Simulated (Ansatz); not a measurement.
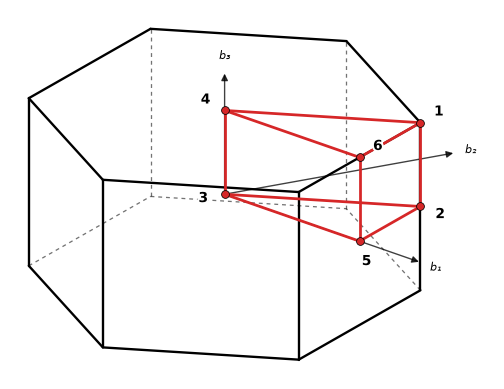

Crystal: Ti, coordinates from a relaxation with DFT PBE+D3(BJ), scalar-relativistic, plane waves, PAW (Ansatz). The first Brillouin zone of a primitive hexagonal lattice (hP; extended symbol hP2) is drawn with its special points numbered. Geometry calculated from the standardised cell; symmetry tolerance 0.002 Å.

a = 2.886 Å, b = 2.886 Å, c = 4.574 Å, α = 90.00°, β = 90.00°, γ = 120.00°.

Labels and path follow the convention of Hinuma et al. (2017), as computed by seekpath; the arrows show the directions of the reciprocal primitive vectors b₁, b₂, b₃, in which coordinates are given.

### Which special point is each number?

```json
{"no.": "1", "label": "H", "coordinates": "(1/3, 1/3, 1/2)"}
{"no.": "2", "label": "K", "coordinates": "(1/3, 1/3, 0)"}
{"no.": "3", "label": "Γ", "coordinates": "(0, 0, 0)"}
{"no.": "4", "label": "A", "coordinates": "(0, 0, 1/2)"}
{"no.": "5", "label": "M", "coordinates": "(1/2, 0, 0)"}
{"no.": "6", "label": "L", "coordinates": "(1/2, 0, 1/2)"}
```
